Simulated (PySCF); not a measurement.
## A study: H4O3Si, SMILES `O[SiH](O)O`

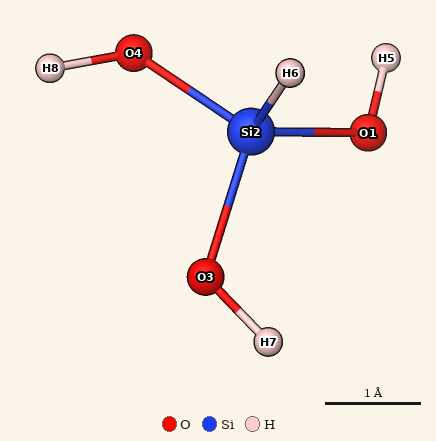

The molecule, with its atoms numbered as below. No frequency check shows the geometry to be a minimum.

Coordinates in Å:

```
O1       1.2768    0.8295   -0.2321
Si2     -0.0003   -0.0001    0.3298
O3       0.0803   -1.5203   -0.2323
O4      -1.3564    0.6908   -0.2325
H5       1.2271    1.7788   -0.2757
H6      -0.0013    0.0003    1.7864
H7       0.9273   -1.9519   -0.2757
H8      -2.1537    0.1731   -0.2762
```

### 1. Bonding charge

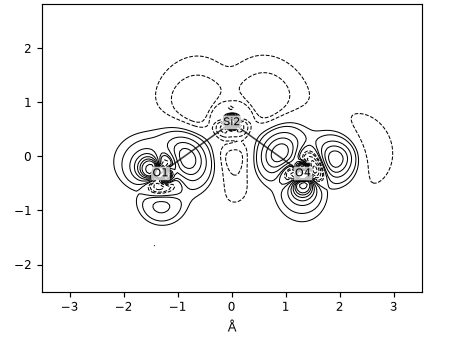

Deformation density (molecule less spherical, spin-averaged free atoms) in the plane of O1, Si2 and O4; contours at ±0.05 to ±0.8 e/Å³; solid lines: gain, dashed lines: loss.

Level of theory: ωB97X/def2-TZVP (PySCF), at a geometry from GFN2-xTB.

> How much density has each bond in this plane gained at its critical point, relative to the free atoms?

Si2–O4 and O1–Si2: +0.14 e/Å³ at the bond critical point (bond length 1.62 Å, Mayer order 1.2). In all, 2.1 electrons gather in the regions of gain relative to the promolecule. A small or negative value marks a very polar bond, one between electron-rich atoms, whose free-atom densities already overlap strongly, a long bond to a heavier atom, or a closed-shell contact such as a hydrogen bond.

> Where do the Hirshfeld charges lie?

The highest Hirshfeld charge is on Si2 (+0.51 e), the lowest on O1, O3 and O4 (−0.32 e).

### 2. Bond critical points

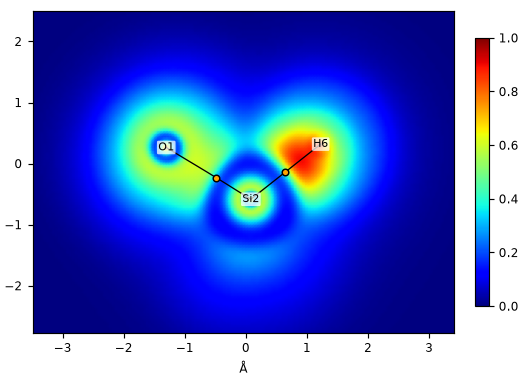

Localised orbital locator (LOL) in the plane of O1, Si2 and H6, with bond paths and bond critical points (dots).

> Rank the bonds in the plane by LOL at their critical points.

Si2–H6: about 0.43; O1–Si2: about 0.30. Values above 0.5 mark slow, localised electrons, as in shared pairs; low values at a critical point mark a polar or closed-shell contact whose critical point lies between the shells.

> Where along O1–Si2 does the critical point lie?

0.95 Å from O1 and 0.67 Å from Si2.

### 3. Electrostatic potential

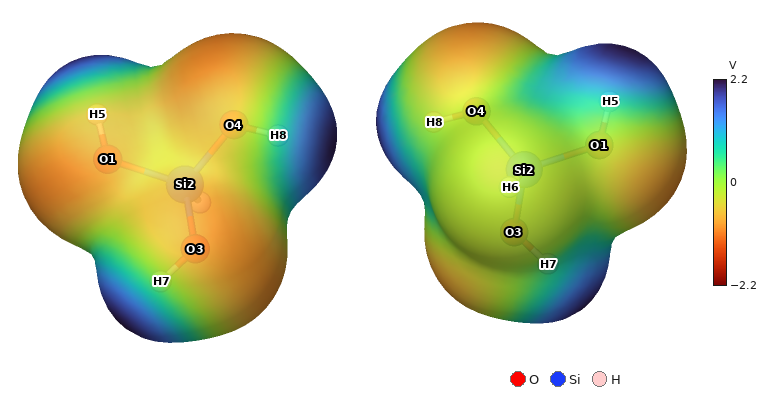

Electrostatic potential on the surface of electron density 0.001 a.u. (back view left, front view right).

> Where are the extremes of the potential on the surface?

Highest: 2.13 V, 1.2 Å from H8, and at like points elsewhere. Further maxima include −0.44 V, off the Si2–O4 bond (2.1 to 2.2 Å from its atoms). Lowest: −1.03 V, 1.8 Å from O3, and at like points elsewhere. The surface is sampled at points, so like sites can differ by a few per cent and only the strongest of them is named.

### 4. In an electric field

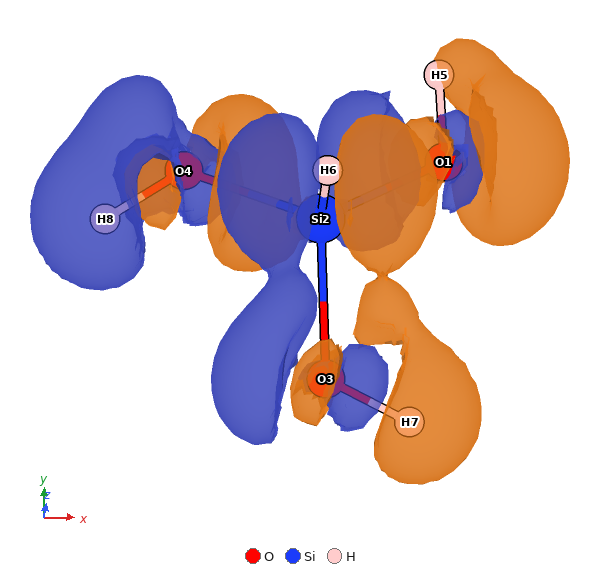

Change of the electron density in a uniform field of 0.21 V/Å, surfaces at ±0.0015 e/Å³ (orange: gain, blue: loss).

Method: ωB97X/def2-TZVP; geometry: GFN2-xTB; program: PySCF. A basis without diffuse functions makes polarisabilities too small.

The field was applied in both directions; the picture shows the one opposite to the script's first.

> Along which Cartesian direction does the field point?

Along −x: electrons gather on the +x side, against the field.

> How large is the response?

The induced dipole is 0.34 D (along the field); α along this axis, from the fields in both directions, is 34 bohr³ (5.0 Å³).

### 5. Removing or adding an electron

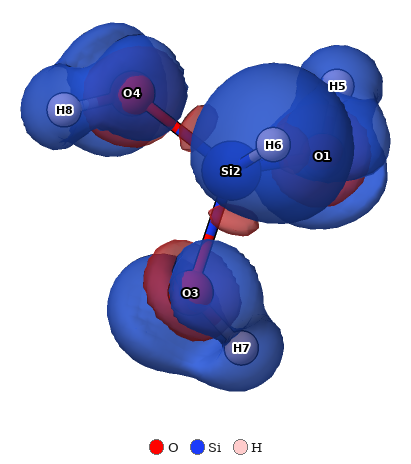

Fukui function f⁻ = ρ(N) − ρ(N−1) at fixed geometry, surfaces at ±0.02 e/Å³ (blue positive, red negative).

Computed with PySCF, ωB97X/def2-TZVP, geometry: GFN2-xTB.

> Which atoms respond most to the removal of an electron?

f⁻ (Hirshfeld-condensed) is largest on H6 (0.23), Si2 (0.18) and O1, O3 and O4 (0.14 each); the vertical ionisation energy is 11.58 eV (the stability of the cation's solution wasn't checked). Condensed values hint at sites of electrophilic attack but needn't mark the atom that reacts. Shares this close don't rank the sites. Orbital relaxation makes it negative in places (0.14 e in all).
